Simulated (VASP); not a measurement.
Band structure of HfB2 (space group Fddd). All values below come from PBE GGA, VASP's PBE PAW potentials (set 64) (plane waves; VASP).

Unless said otherwise, spin-orbit coupling is left out, though it shifts the bands of the heavy elements here.

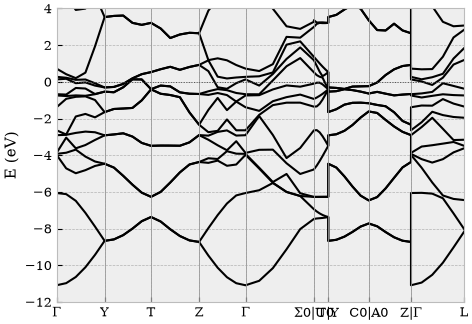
*Bands along high-symmetry lines, zero at the valence-band maximum or, without a gap, the Fermi level*

Task: Read the plot: is there a gap, and where are the band edges?

Result: It has no gap at this level: it comes out as a metal or semimetal.

The structure was generated: HfB2 was put into an ordered model structure, which need not be its known phase. The cell was not relaxed at this level. The k-mesh is coarse (spacing up to 0.30 per Å, 2π included), so the numbers may not be converged in it.
